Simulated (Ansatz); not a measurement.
Input

```
basis:
  gaussian:
    orbitals: def2-TZVPD
crystal:
  periodic: [false, false, false]
  atoms:
    - {symbol: F, position_ang: [-0.295063, -0.106559, -2.340640]}
    - {symbol: Sb, position_ang: [1.628224, 0.925566, 0.450598]}
    - {symbol: Si, position_ang: [0.310640, -0.513548, -0.889647]}
    - {symbol: H, position_ang: [-0.138117, -1.911969, -0.636479]}
    - {symbol: H, position_ang: [1.592608, -0.465650, 1.470479]}
output: {forces: true, orbitals: {seedname: orbitals}}
hamiltonian:
  xc: {name: PBE0}
```

Launched as:

```sh
ansatz run input.yaml --threads 1 --pin off --max-ram 2610MiB --events-out events.jsonl --progress --plain --runs-dir runs
```

Geometry: PBE0-D3(BJ)/def2-SVP; core potentials replace the inner electrons of Sb.

Theory: isolated molecule in a Gaussian basis; Kohn-Sham density functional theory, functional PBE0 (Ansatz 0.2.0).

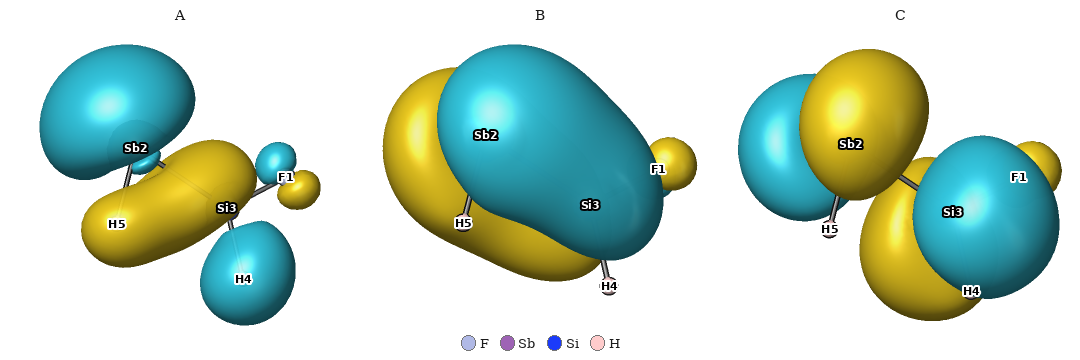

FH₂SbSi (SMILES F[SiH]=[SbH]). Three frontier orbitals at ±0.08 Å⁻³ᐟ² (yellow and cyan are the two phases), in no order.

**Which picture is the HOMO−1, the HOMO and the LUMO?**

A is the HOMO−1 (−8.22 eV). Its weight (Hirshfeld) is mainly on Sb2 (about 60 %), Si3 (about 20 %), H4 (about 10 %) and H5 (about 5 %); it is symmetric in the molecular plane (an in-plane orbital: σ, lone-pair or in-plane π type). B is the HOMO (−6.30 eV). Its weight (Hirshfeld) is mainly on Sb2 (about 60 %) and Si3 (about 30 %); it changes sign across the molecular plane (π type); π-bonding across Sb2–Si3. C is the LUMO (−2.15 eV). Its weight (Hirshfeld) is mainly on Si3 (about 50 %) and Sb2 (about 40 %); it changes sign across the molecular plane (π type); π-antibonding (a node) across Sb2–Si3.

**What is the HOMO–LUMO gap?**

4.15 eV between the orbital energies.
